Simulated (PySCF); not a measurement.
**C₂H₄BNO₂: runs on many settings**

Aim: see how C₂H₄BNO₂ (`OB(O)[C@H]1C=N1`) answers to the choice of functional, basis, grid and SCF options.

The runs use PySCF 2.14.0, with density-fitted response routines of our own; the level of theory stands in each step. All values are computed, except where a source is named. Atoms count from 0, in the outputs and in this text.

## Step 1: The molecule as given

10 atoms, charge 0, multiplicity 1; geometry from: GFN2-xTB.

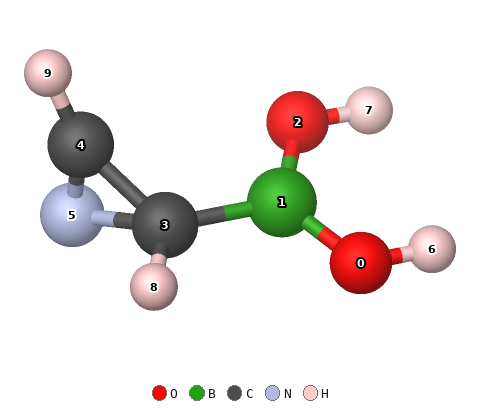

As it starts; oxygen red, boron green, carbon dark grey, nitrogen light blue, hydrogen pink, atoms numbered.

## Step 2: Nuclear shieldings: PBE0/pcSseg-1

Job settings and geometry (Å):

```
{"job": {"kind": "nmr", "xc": "PBE0", "basis": "pcSseg-1"}, "charge": 0, "multiplicity": 1}
O     -1.574345    -0.721366    -0.945823
B     -0.678942    -0.251224    -0.044517
O     -0.998790     0.150000     1.210163
C      0.817833    -0.131522    -0.503232
C      1.761264     0.766200     0.167721
N      1.941886    -0.420924     0.486560
H     -2.485471    -0.798526    -0.659532
H     -1.910427     0.048138     1.485887
H      1.053429    -0.405363    -1.528884
H      2.082446     1.769241     0.309128
```

Level: GIAO PBE0/pcSseg-1 NMR shielding, non-relativistic, gas phase.

On the command line:

```console
$ OMP_NUM_THREADS=1 python probes_run.py task.json out
```

One launch serves the whole session: the jobs run in the order shown.

Log:

```text
coarse grid: 8976 points
cycle   1  E = -308.1285982853  dE =  1.046e+00  |g| = 8.669e-01  |ddm| = 2.833e+00
cycle   2  E = -308.0076284902  dE =  1.210e-01  |g| = 1.203e+00  |ddm| = 1.314e+00
cycle   3  E = -308.2647357916  dE = -2.571e-01  |g| = 1.269e-01  |ddm| = 7.766e-01
cycle   4  E = -308.2668061493  dE = -2.070e-03  |g| = 7.989e-02  |ddm| = 1.164e-01
cycle   5  E = -308.2681468429  dE = -1.341e-03  |g| = 1.072e-02  |ddm| = 5.316e-02
cycle   6  E = -308.2681708965  dE = -2.405e-05  |g| = 2.923e-03  |ddm| = 1.037e-02
cycle   7  E = -308.2681726218  dE = -1.725e-06  |g| = 9.182e-04  |ddm| = 2.725e-03
final grid: 88520 points
cycle   8  E = -308.3194589669  dE = -2.913e-05  |g| = 8.074e-03  |ddm| = 2.008e-02
cycle   9  E = -308.3194478377  dE =  1.113e-05  |g| = 1.121e-02  |ddm| = 1.224e-02
cycle  10  E = -308.3194719659  dE = -2.413e-05  |g| = 1.527e-03  |ddm| = 6.880e-03
cycle  11  E = -308.3194724446  dE = -4.787e-07  |g| = 4.456e-04  |ddm| = 1.097e-03
cycle  12  E = -308.3194724823  dE = -3.771e-08  |g| = 1.230e-04  |ddm| = 3.372e-04
cycle  13  E = -308.3194724854  dE = -3.070e-09  |g| = 2.089e-05  |ddm| = 9.834e-05
cycle  14  E = -308.3194724854  dE = -7.390e-11  |g| = 9.750e-06  |ddm| = 2.001e-05
converged SCF energy = -308.3194724854

GIAO shielding tensors (ppm)
atom      isotropic    diamagn.    paramagn.     s11        s22        s33       span
  0 O      215.587     386.009    -170.422    124.998    257.929    263.833    138.835
  1 B       72.825     193.684    -120.859     53.493     70.040     94.940     41.447
  2 O      219.693     387.617    -167.924    132.552    257.251    269.277    136.724
  3 C      172.852     249.180     -76.328    105.454    150.173    262.927    157.473
  4 C       17.660     258.801    -241.141   -157.372     60.525    149.826    307.197
  5 N      -64.060     324.559    -388.619   -390.126    -89.246    287.192    677.318
  6 H       28.294      30.908      -2.614     23.174     23.266     38.443     15.269
  7 H       28.632      31.241      -2.609     23.361     23.653     38.882     15.521
  8 H       31.030      30.767       0.264     24.224     28.499     40.368     16.144
  9 H       21.739      30.988      -9.249     16.176     24.156     24.884      8.708
```

Wall time 10 s (1 thread of Arm Neoverse V2, shared host).

Shifts follow as δ = σ(reference) − σ, with reference shieldings (ppm) from runs at the same level and on the same kind of geometry: 1H TMS 31.72, 13C TMS 186.9, 15N NH3 267.7, 17O H2O 336.1, 11B BF3·OEt2 100.1. The references are single molecules in the gas phase, so shifts against H2O, NH3, PH3, H3PO4 or CFCl3 are not on the usual liquid scales and can be off by tens of ppm. Atoms listed in one row are averaged.

| atoms | environment | σ (ppm) | δ (ppm) | δ scaled to CDCl3 |
| --- | --- | --- | --- | --- |
| C4 | C=N carbon | 17.7 | 169.3 | 163.3 |
| C3 | three-membered-ring carbon | 172.9 | 14.1 | 11.8 |
| H9 | hydrogen on a C=N carbon | 21.74 | 9.98 | 9.51 |
| H6, H7 | hydrogen on an oxygen bonded to B | 28.46 | 3.25 | – |
| H8 | hydrogen on a three-membered-ring carbon | 31.03 | 0.69 | 0.75 |
| O0, O2 | oxygen bonded to B, H | 217.6 | 118.4 | – |
| B1 | boron bonded to C, 2 O | 72.8 | 27.2 | – |
| N5 | imine nitrogen | -64.1 | 331.8 | – |

The scaled column applies a straight-line fit of computed shieldings to shifts measured in CDCl3 (root-mean-square error 0.16 ppm for H, 1.9 ppm for C).

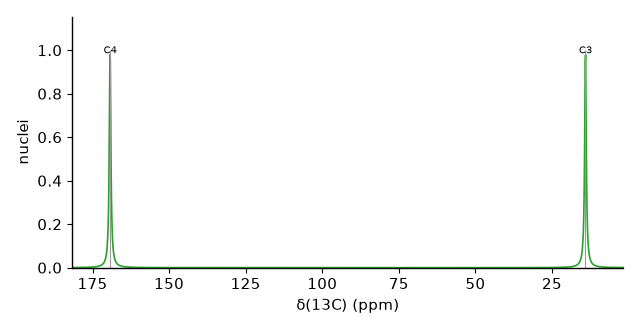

13C lines at the computed shifts, without couplings. Lines are broadened to a width of 0.62 ppm (Lorentzian).

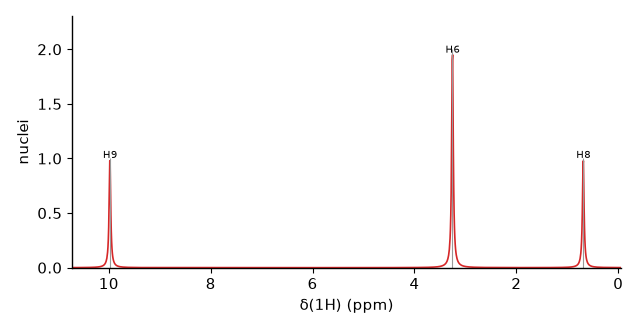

1H lines at the computed shifts, without couplings. Lines are broadened to a width of 0.04 ppm (Lorentzian).

The run also stored atomic charges by several schemes (e):

| atoms | Mulliken | IAO | Hirshfeld | ESP fit |
| --- | --- | --- | --- | --- |
| O0, O2 | -0.41 | -0.55 | -0.26 | -0.67 |
| B1 | 0.56 | 0.49 | 0.23 | 0.63 |
| C3 | -0.31 | -0.23 | -0.10 | -0.28 |
| C4 | 0.10 | 0.03 | 0.05 | 0.09 |
| N5 | -0.25 | -0.23 | -0.15 | -0.28 |

Mulliken charges:

| atom | value (e) |
| --- | --- |
| O0 | -0.41 |
| B1 | 0.56 |
| O2 | -0.41 |
| C3 | -0.31 |
| C4 | 0.10 |
| N5 | -0.25 |
| H6 | 0.23 |
| H7 | 0.24 |
| H8 | 0.13 |
| H9 | 0.11 |

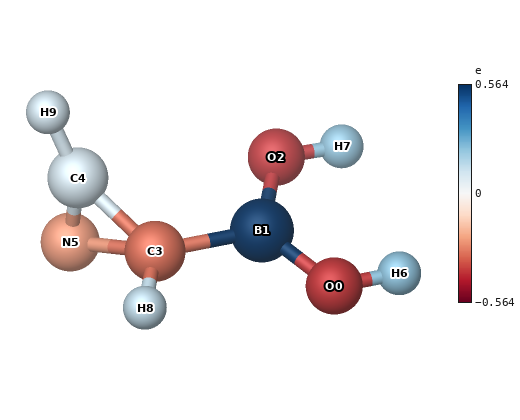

Mulliken charges, as colours on the atoms.

Mayer bond orders: O0–B1 1.24, B1–O2 1.24, B1–C3 0.90, C3–C4 0.94, C4–N5 1.85, N5–C3 0.89.

Ring of atoms C3, C4, N5: NICS(0) -32.1, NICS(1) -8.2, NICS(1)zz -19.6 ppm (means of both faces).

In rings of three or four atoms NICS is ruled by the nearby σ bonds, so it says little on aromaticity.

## Step 3: Excited states and response: PBE0/def2-SVPD

Settings changed since step 2:

```diff
@@ -1,2 +1,2 @@
-{"job": {"kind": "nmr", "xc": "PBE0", "basis": "pcSseg-1"}, "charge": 0, "multiplicity": 1}
+{"job": {"kind": "uv", "xc": "PBE0", "basis": "def2-SVPD", "nstates": 6, "ntriplets": 2}, "charge": 0, "multiplicity": 1}
 O     -1.574345    -0.721366    -0.945823
```

Level: TDDFT PBE0/def2-SVPD, vertical, gas phase, core orbitals frozen in the response.

Log:

```text
coarse grid: 8976 points
cycle   1  E = -307.9599332475  dE =  9.967e-01  |g| = 8.227e-01  |ddm| = 4.539e+00
cycle   2  E = -307.8125017366  dE =  1.474e-01  |g| = 1.209e+00  |ddm| = 2.073e+00
cycle   3  E = -308.0921846170  dE = -2.797e-01  |g| = 1.104e-01  |ddm| = 1.204e+00
cycle   4  E = -308.0934312416  dE = -1.247e-03  |g| = 8.024e-02  |ddm| = 1.845e-01
cycle   5  E = -308.0948276088  dE = -1.396e-03  |g| = 1.027e-02  |ddm| = 8.919e-02
cycle   6  E = -308.0948511150  dE = -2.351e-05  |g| = 2.818e-03  |ddm| = 1.742e-02
cycle   7  E = -308.0948528993  dE = -1.784e-06  |g| = 8.197e-04  |ddm| = 4.256e-03
final grid: 88520 points
cycle   8  E = -308.1454737015  dE = -2.816e-05  |g| = 7.591e-03  |ddm| = 6.937e-02
cycle   9  E = -308.1454621342  dE =  1.157e-05  |g| = 1.081e-02  |ddm| = 1.929e-02
cycle  10  E = -308.1454859963  dE = -2.386e-05  |g| = 1.554e-03  |ddm| = 1.054e-02
cycle  11  E = -308.1454865151  dE = -5.188e-07  |g| = 3.986e-04  |ddm| = 1.876e-03
cycle  12  E = -308.1454865466  dE = -3.148e-08  |g| = 1.157e-04  |ddm| = 5.571e-04
cycle  13  E = -308.1454865495  dE = -2.860e-09  |g| = 1.921e-05  |ddm| = 1.552e-04
cycle  14  E = -308.1454865495  dE = -5.832e-11  |g| = 1.025e-05  |ddm| = 3.537e-05
converged SCF energy = -308.1454865495

Static polarisability (au): isotropic 48.613, principal 40.635 44.823 60.380

Singlet excitations
state   eV       nm        f      main configurations
  1   5.1673    239.9   0.00172   H->L 0.97
  2   6.3858    194.2   0.01533   H-1->L 0.70, H->L+1 0.25
  3   6.5074    190.5   0.00610   H->L+1 0.74, H-1->L 0.23
  4   6.9184    179.2   0.03046   H-1->L+1 0.99
  5   7.2093    172.0   0.08535   H->L+2 0.56, H-1->L+2 0.39
  6   7.4527    166.4   0.12313   H-1->L+2 0.54, H->L+2 0.39

Triplet excitations (Tamm-Dancoff, eV): 4.3207 4.4551
```

Run time: 14 s. Hardware: 1 thread of Arm Neoverse V2, shared host; peak memory 0.67 GiB.

The orbitals next to the gap, with their largest atomic shares:

| orbital | eV | atoms |
| --- | --- | --- |
| HOMO−3 | -10.07 | O0 43 %, O2 43 %, B1 6 % |
| HOMO−2 | -9.64 | O2 44 %, O0 42 %, B1 8 % |
| HOMO−1 | -8.12 | N5 30 %, C3 24 %, C4 19 % |
| HOMO | -7.66 | N5 39 %, C3 30 %, C4 20 % |
| LUMO | -0.50 | C4 40 %, N5 36 %, H9 9 % |
| LUMO+1 | -0.32 | B1 34 %, O2 18 %, O0 18 % |
| LUMO+2 | 0.79 | B1 25 %, O0 13 %, C4 13 % |

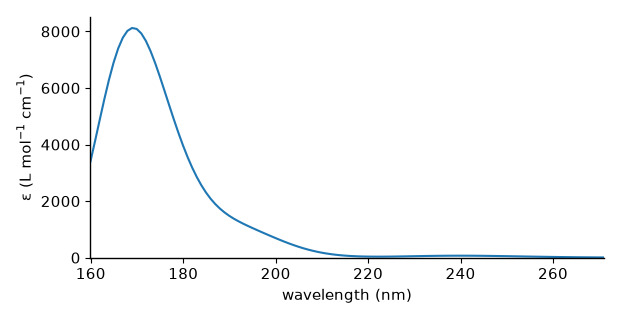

Absorption spectrum: each of the 6 states is a Gaussian band of 0.4 eV half-width at 1/e. Beyond the last state computed it falls off for lack of states.

Ground-state properties from the same run:

| property | computed |
| --- | --- |
| dipole moment (D) | 3.37 |
| polarisability (Å³) | 7.20 |
| HOMO–LUMO gap (eV) | 7.16 |
| −ε(HOMO) (eV) | 7.66 |

## Step 4: Ultraviolet spectrum: PW91/6-31G

Settings changed since step 3:

```diff
@@ -1,2 +1,2 @@
-{"job": {"kind": "uv", "xc": "PBE0", "basis": "def2-SVPD", "nstates": 6, "ntriplets": 2}, "charge": 0, "multiplicity": 1}
+{"job": {"kind": "uv", "xc": "PW91", "basis": "6-31G", "nstates": 1, "ntriplets": 5, "tda": false}, "charge": 0, "multiplicity": 1}
 O     -1.574345    -0.721366    -0.945823
```

Level: TDDFT PW91/6-31G, vertical, gas phase, core orbitals frozen in the response.

Log:

```text
coarse grid: 8976 points
cycle   1  E = -308.3180657877  dE =  1.093e+00  |g| = 1.018e+00  |ddm| = 3.371e+00
cycle   2  E = -307.8067118942  dE =  5.114e-01  |g| = 1.880e+00  |ddm| = 2.811e+00
cycle   3  E = -308.5169219409  dE = -7.102e-01  |g| = 2.233e-01  |ddm| = 1.906e+00
cycle   4  E = -308.5222623631  dE = -5.340e-03  |g| = 1.732e-01  |ddm| = 3.071e-01
cycle   5  E = -308.5289773289  dE = -6.715e-03  |g| = 3.411e-02  |ddm| = 1.678e-01
cycle   6  E = -308.5292991695  dE = -3.218e-04  |g| = 6.326e-03  |ddm| = 4.723e-02
cycle   7  E = -308.5293056672  dE = -6.498e-06  |g| = 4.022e-03  |ddm| = 9.384e-03
cycle   8  E = -308.5293086480  dE = -2.981e-06  |g| = 8.973e-04  |ddm| = 3.559e-03
final grid: 88520 points
cycle   9  E = -308.4625747421  dE = -1.440e-05  |g| = 7.844e-03  |ddm| = 2.448e-02
cycle  10  E = -308.4625413180  dE =  3.342e-05  |g| = 1.421e-02  |ddm| = 2.374e-02
cycle  11  E = -308.4625857075  dE = -4.439e-05  |g| = 4.992e-03  |ddm| = 1.568e-02
cycle  12  E = -308.4625915600  dE = -5.852e-06  |g| = 8.510e-04  |ddm| = 4.470e-03
cycle  13  E = -308.4625917126  dE = -1.526e-07  |g| = 1.357e-04  |ddm| = 8.281e-04
cycle  14  E = -308.4625917162  dE = -3.589e-09  |g| = 7.495e-05  |ddm| = 2.203e-04
cycle  15  E = -308.4625917172  dE = -1.056e-09  |g| = 1.827e-05  |ddm| = 6.646e-05
cycle  16  E = -308.4625917173  dE = -8.197e-11  |g| = 1.932e-06  |ddm| = 2.041e-05
converged SCF energy = -308.4625917173

Static polarisability (au): isotropic 39.749, principal 29.379 35.833 54.036

Singlet excitations
state   eV       nm        f      main configurations
  1   5.0678    244.7   0.00336   H->L 0.99

Triplet excitations (Tamm-Dancoff, eV): 4.1888 4.5060 5.7033 5.9542 6.2943
```

Wall time 5.5 s (1 thread of Arm Neoverse V2, shared host).

In short: HOMO -5.83 eV, LUMO -1.19 eV; lowest singlet 5.07 eV.

## Step 5: Shielding tensors: LDA/pcSseg-1

Job settings and geometry (Å):

```
{"job": {"kind": "nmr", "xc": "LDA", "basis": "pcSseg-1", "pop": true, "scf": {"guess": "random", "max_cycle": 72}}, "charge": 0, "multiplicity": 1}
O     -1.416911    -0.649229    -0.851241
B     -0.611048    -0.226102    -0.040065
O     -0.898911     0.135000     1.089147
C      0.736050    -0.118370    -0.452909
C      1.585138     0.689580     0.150949
N      1.747697    -0.378832     0.437904
H     -2.236924    -0.718673    -0.593579
H     -1.719384     0.043324     1.337298
H      0.948086    -0.364827    -1.375996
H      1.874201     1.592317     0.278215
```

Method: GIAO LDA/pcSseg-1 NMR shielding, non-relativistic, gas phase.

Log:

```text
start from random orthonormal orbitals
final grid: 88520 points
cycle   1  E = -274.8762875624  dE = -2.188e+02  |g| = 1.526e+01  |ddm| = 3.011e+02
cycle   2  E = -254.0432071437  dE =  2.083e+01  |g| = 1.080e+01  |ddm| = 1.393e+02
cycle   3  E = -279.8128550160  dE = -2.577e+01  |g| = 8.872e+00  |ddm| = 1.382e+02
cycle   4  E = -291.0010126338  dE = -1.119e+01  |g| = 7.110e+00  |ddm| = 9.388e+00
cycle   5  E = -301.1854342433  dE = -1.018e+01  |g| = 4.181e+00  |ddm| = 8.205e+00
cycle   6  E = -305.5460665020  dE = -4.361e+00  |g| = 1.445e+00  |ddm| = 4.852e+00
cycle   7  E = -305.9512401908  dE = -4.052e-01  |g| = 5.228e-01  |ddm| = 1.348e+00
cycle   8  E = -305.9645759342  dE = -1.334e-02  |g| = 4.593e-01  |ddm| = 6.482e-01
cycle   9  E = -306.0017029911  dE = -3.713e-02  |g| = 5.595e-02  |ddm| = 3.095e-01
cycle  10  E = -306.0021770191  dE = -4.740e-04  |g| = 2.746e-02  |ddm| = 8.097e-02
cycle  11  E = -306.0023225720  dE = -1.456e-04  |g| = 8.799e-03  |ddm| = 2.781e-02
cycle  12  E = -306.0023341367  dE = -1.156e-05  |g| = 3.738e-03  |ddm| = 8.206e-03
cycle  13  E = -306.0023370058  dE = -2.869e-06  |g| = 8.575e-04  |ddm| = 3.207e-03
cycle  14  E = -306.0023371597  dE = -1.539e-07  |g| = 1.577e-04  |ddm| = 8.171e-04
cycle  15  E = -306.0023371641  dE = -4.455e-09  |g| = 6.160e-05  |ddm| = 2.034e-04
cycle  16  E = -306.0023371648  dE = -6.964e-10  |g| = 6.097e-06  |ddm| = 6.145e-05
converged SCF energy = -306.0023371648

GIAO shielding tensors (ppm)
atom      isotropic    diamagn.    paramagn.     s11        s22        s33       span
  0 O      242.819     384.179    -141.361    161.972    271.634    294.850    132.878
  1 B       74.135     193.673    -119.538     46.324     69.906    106.175     59.851
  2 O      246.073     386.134    -140.061    169.671    264.395    304.151    134.480
  3 C      190.613     248.713     -58.100    128.005    172.161    271.673    143.669
  4 C       47.404     256.988    -209.584    -98.872     73.700    167.383    266.255
  5 N        3.862     328.562    -324.700   -284.940    -18.850    315.376    600.316
  6 H       31.824      36.364      -4.540     25.762     26.160     43.549     17.787
  7 H       32.168      36.687      -4.519     26.170     26.578     43.756     17.586
  8 H       34.865      34.598       0.267     26.703     32.523     45.368     18.665
  9 H       25.069      36.545     -11.476     19.747     27.001     28.458      8.711
```

Wall time 10 s (1 thread of Arm Neoverse V2, shared host).

All coordinates were scaled by 0.9, so these values belong to a distorted geometry and are kept out of the summary. Its HOMO lies at -6.06 eV, against -7.53 eV in step 2 (PBE0/pcSseg-1), a different level, so the two don't compare directly.

## Step 6: NMR shieldings: PBE0/3-21G

Job settings and geometry (Å):

```
{"job": {"kind": "nmr", "xc": "PBE0", "basis": "3-21G", "pop": false, "grid": 0, "scf": {"max_cycle": 82}}, "charge": 0, "multiplicity": 1}
O     -1.259476    -0.577093    -0.756658
B     -0.543154    -0.200979    -0.035614
O     -0.799032     0.120000     0.968130
C      0.654266    -0.105218    -0.402586
C      1.409011     0.612960     0.134177
N      1.553509    -0.336739     0.389248
H     -1.988377    -0.638821    -0.527626
H     -1.528342     0.038510     1.188710
H      0.842743    -0.324290    -1.223107
H      1.665957     1.415393     0.247302
```

Method: GIAO PBE0/3-21G NMR shielding, non-relativistic, gas phase.

Log:

```text
final grid: 8976 points
cycle   1  E = -305.4346791388  dE =  4.946e+00  |g| = 1.029e+00  |ddm| = 4.092e+00
cycle   2  E = -305.4688062071  dE = -3.413e-02  |g| = 9.443e-01  |ddm| = 2.463e+00
cycle   3  E = -305.6165221843  dE = -1.477e-01  |g| = 6.451e-02  |ddm| = 1.212e+00
cycle   4  E = -305.6171595810  dE = -6.374e-04  |g| = 3.083e-02  |ddm| = 9.004e-02
cycle   5  E = -305.6173340613  dE = -1.745e-04  |g| = 7.547e-03  |ddm| = 3.658e-02
cycle   6  E = -305.6173450019  dE = -1.094e-05  |g| = 1.014e-03  |ddm| = 1.125e-02
cycle   7  E = -305.6173452022  dE = -2.003e-07  |g| = 2.401e-04  |ddm| = 1.915e-03
cycle   8  E = -305.6173452121  dE = -9.879e-09  |g| = 7.298e-05  |ddm| = 2.952e-04
cycle   9  E = -305.6173452129  dE = -8.699e-10  |g| = 1.888e-05  |ddm| = 9.338e-05
converged SCF energy = -305.6173452129

GIAO shielding tensors (ppm)
atom      isotropic    diamagn.    paramagn.     s11        s22        s33       span
  0 O      301.059     385.079     -84.020    242.181    315.841    345.154    102.973
  1 B      117.111     196.330     -79.220     85.464    116.320    149.548     64.083
  2 O      302.764     383.791     -81.027    249.819    307.317    351.156    101.336
  3 C      235.160     243.191      -8.032    186.742    219.449    299.287    112.545
  4 C      122.827     265.091    -142.264      8.591    144.288    215.601    207.010
  5 N      110.410     333.222    -222.813   -112.088     88.341    354.976    467.064
  6 H       40.056      41.734      -1.678     32.274     34.050     53.844     21.570
  7 H       40.398      41.351      -0.953     32.542     34.432     54.221     21.679
  8 H       41.628      39.685       1.943     30.299     38.223     56.361     26.062
  9 H       31.832      40.533      -8.701     28.248     31.766     35.482      7.234
```

It took 0.95 s on 1 thread of Arm Neoverse V2, shared host.

A normal end doesn't make this result sound: all coordinates were scaled by 0.8; grid level 0 is too coarse; the basis 3-21G is unfit for shieldings. Its HOMO lies at -6.35 eV, against -7.53 eV in step 2 (PBE0/pcSseg-1), a different level, so the two don't compare directly.

## Step 7: Comparing the runs: electronic excitations

Excitations and ground-state properties, with basis size and wall time:

| run | lowest singlet (eV) | brightest (eV) | f | gap (eV) | α (Å³) | μ (D) | functions | time |
| --- | --- | --- | --- | --- | --- | --- | --- | --- |
| PBE0/def2-SVPD | 5.17 | 7.45 | 0.123 | 7.16 | 7.20 | 3.37 | 158 | 14 s |
| PW91/6-31G | 5.07 | 5.07 | 0.003 | 4.64 | 5.89 | 3.83 | 62 | 5.5 s |

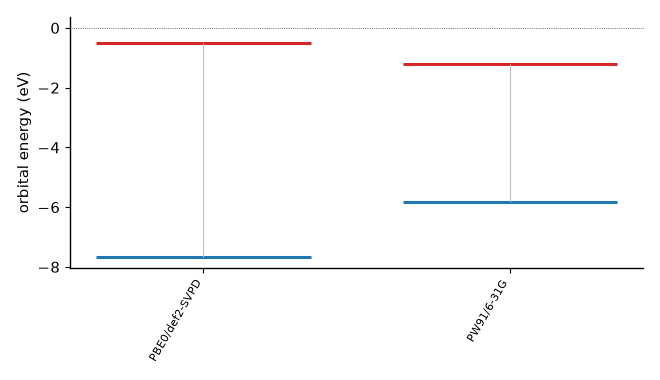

HOMO (blue) and LUMO (red) run by run.

## Step 8: Results

| quantity | value |
| --- | --- |
| 13C shifts against TMS (PBE0/pcSseg-1) | 169.3, 14.1 ppm |
| 1H shifts against TMS (PBE0/pcSseg-1, means over atoms taken as alike) | 9.98, 3.25, 0.69 ppm |
| 17O shifts against H2O (PBE0/pcSseg-1, means over atoms taken as alike) | 118.4 ppm |
| 11B shifts against BF3·OEt2 (PBE0/pcSseg-1) | 27.2 ppm |
| 15N shifts against NH3 (PBE0/pcSseg-1) | 331.8 ppm |
| lowest singlet (PBE0/def2-SVPD) | 5.17 eV (240 nm), f = 0.002 |
| brightest single state of those computed | state 6, 7.45 eV, f = 0.123 |
| lowest triplet | 4.32 eV |
| range of the lowest singlet | 5.07 to 5.17 eV |
| property runs in this session | 5, of which 0 failed and 2 gave unsound results |

**Reading.** Single values in the summary come from the first sound run of each kind (PBE0/pcSseg-1; PBE0/def2-SVPD), which need not be the best level. At PBE0/pcSseg-1: The widest tensor belongs to N5: span 677 ppm, with a paramagnetic part of -389 ppm. The first singlet state (HOMO→LUMO 0.97) lies at 5.17 eV and is weak; of the 6 states computed, the strongest absorption comes from state 6 at 7.45 eV (the last computed, so partners may be missing). The lowest triplet lies 0.85 eV below the lowest singlet (triplets in Tamm-Dancoff, singlets in full TDDFT). The lowest singlet runs from 5.07 eV (PW91/6-31G) to 5.17 eV (PBE0/def2-SVPD), while the orbital gap spans 4.64 to 7.16 eV. The lowest state need not be the same one in every run. The runs solved for a few states only, so the brightest column depends on that window.
